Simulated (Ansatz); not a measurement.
**BClF2: molecular dynamics**

Purpose: to follow the molecule's vibrations and see whether its bonds hold. The start is relaxed first. Runs: 300 steps of 2 fs at constant energy, with velocities drawn for 300 K. SMILES of the start: FB(F)Cl.

Method: RHF/def2-TZVP, in Ansatz 0.2.0.

**1. The structure to begin with**

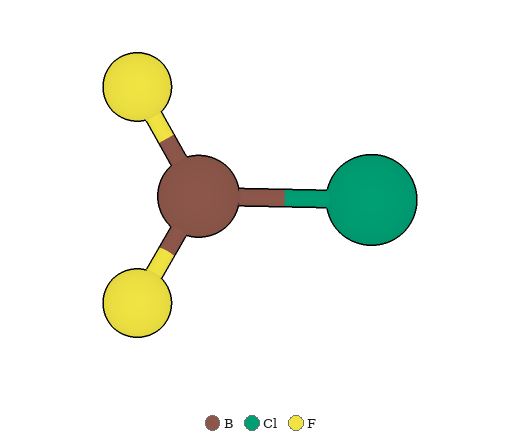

The starting structure, seen from a chosen angle (boron brown, chlorine teal, fluorine yellow).

As a file:

```xyz
4

B     0.0000    0.0000    0.0000
Cl    0.0000    0.0000    1.8600
F     1.1431    0.0000   -0.6600
F    -1.1431    0.0000   -0.6600
```

**2. Relaxing the start**

Input file input.yaml:

```yaml
crystal:
  periodic: [false, false, false]
  atoms:
    - { symbol: B, position_ang: [0.0, 0.0, 0.0] }
    - { symbol: Cl, position_ang: [0.0, 0.0, 1.86] }
    - { symbol: F, position_ang: [1.1431, 0.0, -0.66] }
    - { symbol: F, position_ang: [-1.1431, 0.0, -0.66] }
basis:
  gaussian: { orbitals: def2-TZVP }
hamiltonian:
  xc: hf
relax:
  f_tol: 0.02
  max_steps: 40
output:
  orbitals: {}
```

Run with:

```sh
$ ansatz run input.yaml --threads 2 --pin off --max-ram 3072MiB --backend cpu --events-out ev --progress --plain --runs-dir out
```

Log (excerpt; [...] marks lines left out):

```text
Warning: RAYON_NUM_THREADS=2 ignored (pool sized by the plan → 2); use --threads N
[...]
Functional definition: HF
[...]
941 factors; their error is unknown
[...]
mean field -18594.61926020 eV, -683.3396539267 hartree, gradient 2.3e-5 eV, S^2 0.000000; 0 other end points of the search recorded, 0 dependent functions left out
[...]
reference -18594.61926020 eV, -683.3396539267 hartree; 20, 20 occupied and 110, 110 virtual orbitals, 941 factors
relax step   1: F+E_penalty+E_count = -18594.61926020 eV  Δ(F+E_penalty+E_count) = +0.000e0 eV  max|allowed force component| = 2.412e0 eV/Å  Δτ_max = 0.0000 Å  (32 SCF iters, accepted)
[...]
relax step   4: F+E_penalty+E_count = -18594.81166700 eV  Δ(F+E_penalty+E_count) = +9.467e-4 eV  max|allowed force component| = 4.057e-1 eV/Å  Δτ_max = 0.0118 Å  (29 SCF iters, rejected (line search))
[...]
relax step   5: F+E_penalty+E_count = -18594.81375425 eV  Δ(F+E_penalty+E_count) = -1.141e-3 eV  max|allowed force component| = 4.010e-3 eV/Å  Δτ_max = 0.0053 Å  (30 SCF iters, accepted)
941 factors; their error is unknown
[...]
mean field -18594.81375425 eV, -683.3468014514 hartree, gradient 8.8e-6 eV, S^2 0.000000; 1 other end points of the search recorded, 0 dependent functions left out
[...]
reference -18594.81375425 eV, -683.3468014514 hartree; 20, 20 occupied and 110, 110 virtual orbitals, 941 factors
Total energy: -18594.81375425 eV, -683.3468014514 hartree
Atom 0 at    -0.000000     0.000000     0.025963 Å, force    -0.000000    -0.000000     0.001952 eV/Å
Atom 1 at     0.000000    -0.000000     1.773594 Å, force     0.000000     0.000000    -0.001598 eV/Å
Atom 2 at     1.115620    -0.000000    -0.629778 Å, force    -0.004010     0.000000    -0.000177 eV/Å
Atom 3 at    -1.115620    -0.000000    -0.629778 Å, force     0.004010     0.000000    -0.000177 eV/Å
Dipole moment:    -0.000000     0.000000     0.040892 e Å
```

It took 4.5 s on 2 threads of Arm Neoverse V2, shared host; peak memory 0.21 GiB.

The steps of the relaxation:

| step | energy from step 1 (eV) | largest force component (eV/Å) |
| --- | --- | --- |
| 1 | 0.0000 | 2.4120 |
| 2 | -0.1665 | 1.0634 |
| 3 | -0.1934 | 0.1886 |
| 4x | -0.1924 | 0.4057 |
| 5 | -0.1945 | 0.0040 |

Step 1 is the start. 1 step was tried and not accepted (4; marked x where the table lists them).

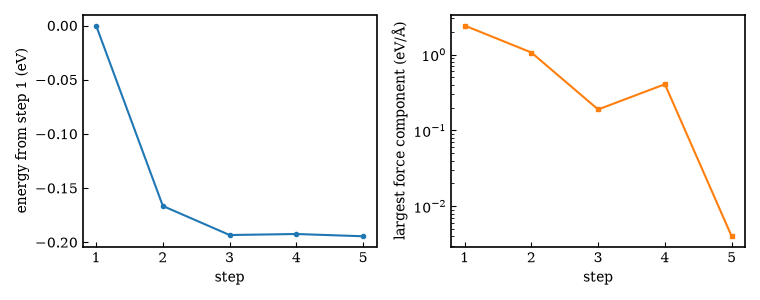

How energy and force went from step to step.

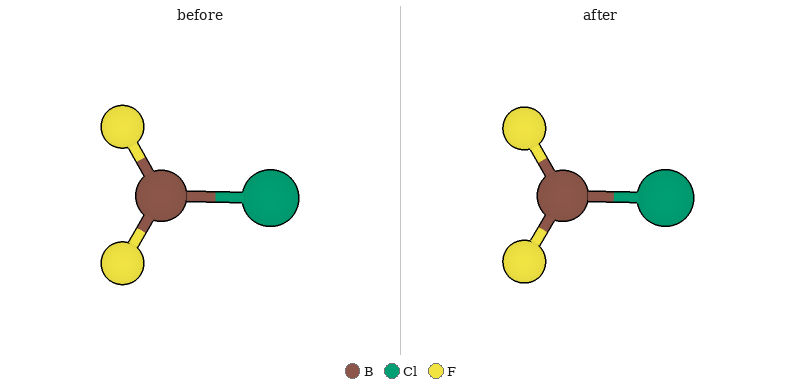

Before and after, at one scale.

After: Bond lengths: B1–Cl2 1.748 Å, B1–F3 1.294 Å, B1–F4 1.294 Å. Angles: Cl2–B1–F3 120.4°, Cl2–B1–F4 120.4°, F3–B1–F4 119.1°.

**3. The run**

300 steps of 2 fs at constant energy, with velocities drawn for 300 K, from the relaxed start.

Input file input.yaml:

```yaml
crystal:
  periodic: [false, false, false]
  atoms:
    - { symbol: B, position_ang: [0.0, 0.0, 0.025963] }
    - { symbol: Cl, position_ang: [0.0, 0.0, 1.773594] }
    - { symbol: F, position_ang: [1.11562, 0.0, -0.629778] }
    - { symbol: F, position_ang: [-1.11562, 0.0, -0.629778] }
basis:
  gaussian: { orbitals: def2-TZVP }
hamiltonian:
  xc: hf
md:
  timestep: 2.0
  n_steps: 300
  ensemble: nve
  temperature: 300.0
  initial_velocities: maxwell_boltzmann
  seed: 634124
```

Run with:

```sh
$ ansatz run input.yaml --threads 2 --pin off --max-ram 3072MiB --backend cpu --events-out ev --progress --plain --runs-dir out
```

Log (excerpt; [...] marks lines left out):

```text
Warning: RAYON_NUM_THREADS=2 ignored (pool sized by the plan → 2); use --threads N
[...]
[... 1 set-up line as earlier in the session ...]
[...]
941 factors; their error is unknown
[...]
mean field -18594.81375425 eV, -683.3468014514 hartree, gradient 8.2e-6 eV, S^2 0.000000; 0 other end points of the search recorded, 0 dependent functions left out
[...]
reference -18594.81375425 eV, -683.3468014514 hartree; 20, 20 occupied and 110, 110 virtual orbitals, 941 factors
md step     0: t =     0.00 fs  T =   300.0 K  F+E_penalty+E_count = -18594.81375425 eV  E_kin = 0.077556 eV  conserved = -18594.73619825 eV  (33 SCF iters)
[...]
md step    20: t =    40.00 fs  T =   215.7 K  F+E_penalty+E_count = -18594.79092335 eV  E_kin = 0.055767 eV  conserved = -18594.73515658 eV  (28 SCF iters)
[...]
md step    40: t =    80.00 fs  T =    86.0 K  F+E_penalty+E_count = -18594.75566757 eV  E_kin = 0.022237 eV  conserved = -18594.73343039 eV  (30 SCF iters)
[...]
md step    60: t =   120.00 fs  T =    52.0 K  F+E_penalty+E_count = -18594.74733643 eV  E_kin = 0.013450 eV  conserved = -18594.73388676 eV  (30 SCF iters)
[...]
md step    80: t =   160.00 fs  T =   124.0 K  F+E_penalty+E_count = -18594.76746057 eV  E_kin = 0.032067 eV  conserved = -18594.73539336 eV  (30 SCF iters)
md step    81: t =   162.00 fs  T =   120.9 K  F+E_penalty+E_count = -18594.76643120 eV  E_kin = 0.031249 eV  conserved = -18594.73518264 eV  (30 SCF iters)
md step    82: t =   164.00 fs  T =    88.6 K  F+E_penalty+E_count = -18594.75753759 eV  E_kin = 0.022911 eV  conserved = -18594.73462672 eV  (29 SCF iters)
```

**4. The output, continued: dynamics from the start**

Output, continued (excerpt; [...] marks lines left out):

```text
md step    83: t =   166.00 fs  T =    58.6 K  F+E_penalty+E_count = -18594.74923339 eV  E_kin = 0.015147 eV  conserved = -18594.73408620 eV  (29 SCF iters)
[...]
md step   108: t =   216.00 fs  T =    88.9 K  F+E_penalty+E_count = -18594.75695070 eV  E_kin = 0.022981 eV  conserved = -18594.73397018 eV  (30 SCF iters)
[...]
md step   133: t =   266.00 fs  T =   153.6 K  F+E_penalty+E_count = -18594.77427705 eV  E_kin = 0.039707 eV  conserved = -18594.73456972 eV  (30 SCF iters)
[...]
md step   158: t =   316.00 fs  T =   172.7 K  F+E_penalty+E_count = -18594.77906337 eV  E_kin = 0.044645 eV  conserved = -18594.73441839 eV  (29 SCF iters)
[...]
md step   183: t =   366.00 fs  T =   167.6 K  F+E_penalty+E_count = -18594.77722457 eV  E_kin = 0.043334 eV  conserved = -18594.73389101 eV  (29 SCF iters)
md step   184: t =   368.00 fs  T =   154.1 K  F+E_penalty+E_count = -18594.77352916 eV  E_kin = 0.039835 eV  conserved = -18594.73369379 eV  (30 SCF iters)
```

**5. The log goes on: dynamics from the start**

Output, continued (excerpt; [...] marks lines left out):

```text
md step   185: t =   370.00 fs  T =   193.0 K  F+E_penalty+E_count = -18594.78433697 eV  E_kin = 0.049895 eV  conserved = -18594.73444241 eV  (30 SCF iters)
[...]
md step   206: t =   412.00 fs  T =   278.8 K  F+E_penalty+E_count = -18594.80798043 eV  E_kin = 0.072074 eV  conserved = -18594.73590614 eV  (29 SCF iters)
[...]
md step   227: t =   454.00 fs  T =   169.8 K  F+E_penalty+E_count = -18594.77793789 eV  E_kin = 0.043891 eV  conserved = -18594.73404734 eV  (29 SCF iters)
[...]
md step   248: t =   496.00 fs  T =   154.4 K  F+E_penalty+E_count = -18594.77437021 eV  E_kin = 0.039919 eV  conserved = -18594.73445171 eV  (30 SCF iters)
[...]
md step   299: t =   598.00 fs  T =   260.7 K  F+E_penalty+E_count = -18594.80301764 eV  E_kin = 0.067392 eV  conserved = -18594.73562569 eV  (29 SCF iters)
[...]
md step   300: t =   600.00 fs  T =   233.8 K  F+E_penalty+E_count = -18594.79549010 eV  E_kin = 0.060440 eV  conserved = -18594.73505056 eV  (52 SCF iters)
Total energy: -18594.79549010 eV, -683.3461302561 hartree
Atom 0 at     0.004299     0.014744     0.019078 Å, force    -1.223013    -0.237336     0.494943 eV/Å
Atom 1 at     0.004661    -0.001121     1.767838 Å, force    -0.081341     0.067612     0.074932 eV/Å
Atom 2 at     1.110847    -0.003251    -0.608424 Å, force     0.909539     0.075704    -0.722702 eV/Å
Atom 3 at    -1.121991    -0.003047    -0.636474 Å, force     0.394815     0.094021     0.152827 eV/Å
Dipole moment:     0.025545     0.014782     0.017555 e Å
```

Wall time 3.4 min (2 threads of Arm Neoverse V2, shared host); peak memory 0.21 GiB.

**6. The trajectory**

One step in 22; energies are changes from step 0:

| time (fs) | T (K) | potential energy change (meV/atom) | total energy change (meV/atom) |
| --- | --- | --- | --- |
| 0.0 | 300 | 0.0 | 0.00 |
| 44.0 | 170 | 8.9 | 0.54 |
| 88.0 | 238 | 4.3 | 0.25 |
| 132.0 | 137 | 11.2 | 0.68 |
| 176.0 | 219 | 5.5 | 0.29 |
| 220.0 | 128 | 11.7 | 0.55 |
| 264.0 | 185 | 7.6 | 0.20 |
| 308.0 | 141 | 10.6 | 0.31 |
| 352.0 | 138 | 10.7 | 0.25 |
| 396.0 | 92 | 13.9 | 0.42 |
| 440.0 | 64 | 15.8 | 0.53 |
| 484.0 | 94 | 13.7 | 0.41 |
| 528.0 | 49 | 16.7 | 0.56 |
| 572.0 | 108 | 12.6 | 0.26 |
| 600.0 | 234 | 4.6 | 0.29 |

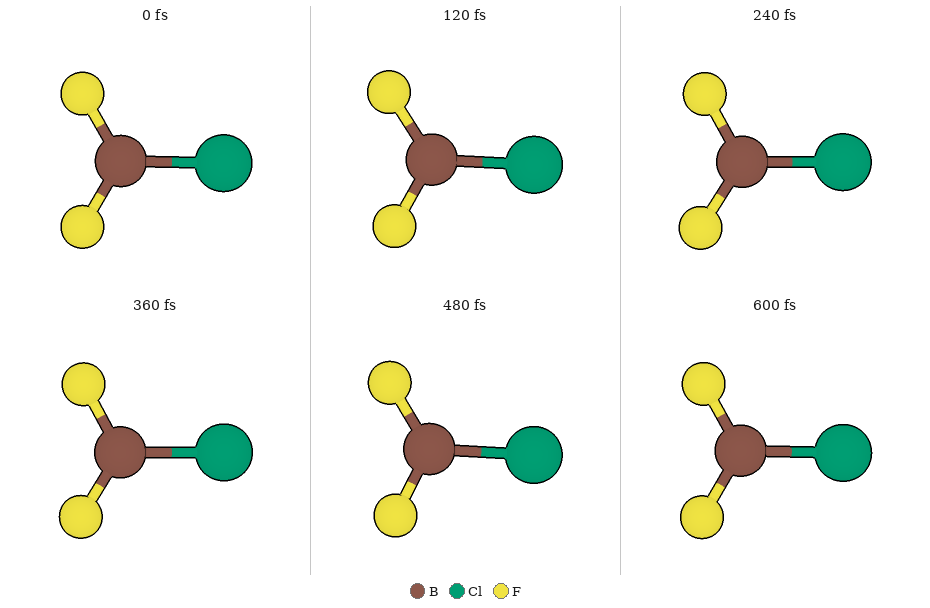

The system at six times, viewed from a chosen angle. Sticks join atoms within a bonding distance in each frame.

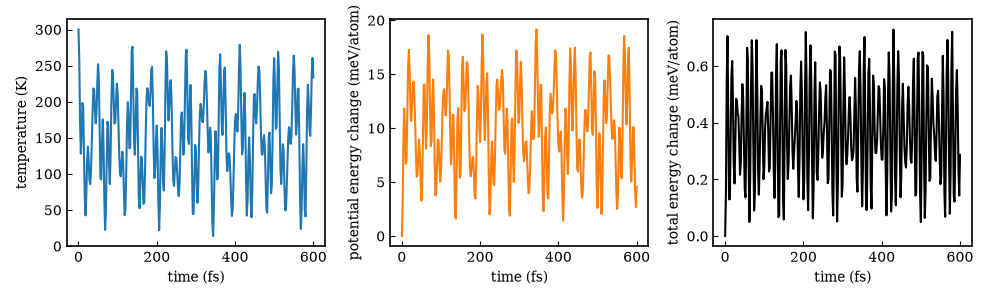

Traces against time; each panel has its own scale.

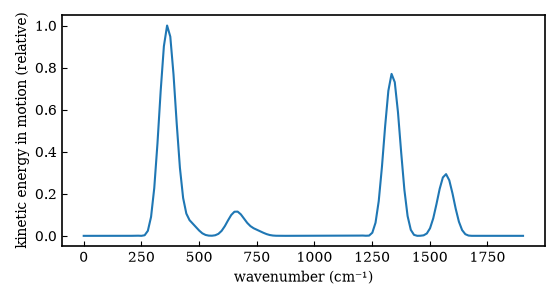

Power spectrum of the mass-weighted velocities; a run of 600 fs resolves no finer than about 110 cm⁻¹.

Maxima of the velocity power spectrum (cm⁻¹, relative height; resolution about 110 cm⁻¹): 360 (100), 670 (12), 1330 (77), 1570 (29).

**7. Snapshots as a file**

Extended XYZ, with forces in eV/Å:

```xyz
4
time_fs=76.0 T=166 dE=0.0353
B    -0.041   -0.002    0.011    0.815    0.031    0.688
Cl    0.023    0.000    1.776   -0.436   -0.009   -0.322
F     1.111    0.000   -0.585   -0.223   -0.011   -0.405
F    -1.132    0.001   -0.670   -0.157   -0.011    0.039
4
time_fs=150.0 T=213 dE=0.0228
B    -0.024    0.007    0.027   -0.332   -0.116    0.096
Cl    0.019    0.000    1.769   -0.344    0.032    0.195
F     1.101   -0.002   -0.588    0.564    0.039   -0.608
F    -1.123   -0.001   -0.664    0.113    0.045    0.316
4
time_fs=224.0 T=270 dE=0.0080
B     0.013   -0.012    0.027    0.188    0.200   -0.220
Cl   -0.012    0.001    1.773    0.172   -0.053    0.033
F     1.128    0.002   -0.647   -0.417   -0.076    0.337
F    -1.113    0.002   -0.612    0.058   -0.071   -0.150
4
time_fs=300.0 T=134 dE=0.0436
B     0.048    0.012    0.017   -1.028   -0.207    0.395
Cl   -0.028   -0.001    1.772    0.501    0.058   -0.106
F     1.133   -0.003   -0.673    0.185    0.072    0.091
F    -1.109   -0.002   -0.578    0.342    0.077   -0.381
4
time_fs=376.0 T=194 dE=0.0288
B     0.011   -0.012    0.017    1.091    0.194    0.701
Cl   -0.016    0.001    1.768    0.251   -0.057    0.047
F     1.125    0.002   -0.652   -0.231   -0.077    0.198
F    -1.102    0.003   -0.593   -1.110   -0.061   -0.945
4
time_fs=450.0 T=211 dE=0.0239
B    -0.013    0.015    0.019   -0.924   -0.244    0.390
Cl    0.016   -0.001    1.770   -0.262    0.069    0.002
F     1.107   -0.003   -0.593    0.699    0.079   -0.738
F    -1.129   -0.003   -0.655    0.487    0.096    0.347
4
time_fs=524.0 T=132 dE=0.0443
B    -0.048   -0.016    0.021    1.161    0.273    0.150
Cl    0.025    0.001    1.770   -0.491   -0.075    0.020
F     1.112    0.003   -0.577   -0.512   -0.103   -0.280
F    -1.132    0.004   -0.673   -0.158   -0.095    0.110
4
time_fs=600.0 T=234 dE=0.0183
B     0.004    0.015    0.019   -1.223   -0.237    0.495
Cl    0.005   -0.001    1.768   -0.081    0.068    0.075
F     1.111   -0.003   -0.608    0.909    0.076   -0.723
F    -1.122   -0.003   -0.636    0.395    0.094    0.153
```

**8. What came out**

| quantity | value |
| --- | --- |
| relaxation of the start | 3 moves, 0.194 eV lower |
| length | 300 steps of 2 fs |
| temperature, first and last step | 300 and 234 K |
| temperature, second half | mean 151 K, from 14 to 279 K |
| potential energy, second half | +10 meV/atom from the start |
| largest change of the total energy | 0.73 meV/atom |
| bonds formed or broken | 0 |

**Reading.** The temperature starts at 300 K and averages 151 K in the second half, where it ranges from 14 to 279 K; a mean near half the start is what vibrations about a minimum give, since they share energy equally between motion and strain. The total energy strays from its start by at most 0.73 meV/atom, 7.5 % of the mean kinetic energy, which is poor: the step of 2 fs is too long for the fastest motion. The bonding pattern survives the run. Averages from a run of 600 fs with 4 atoms are rough.
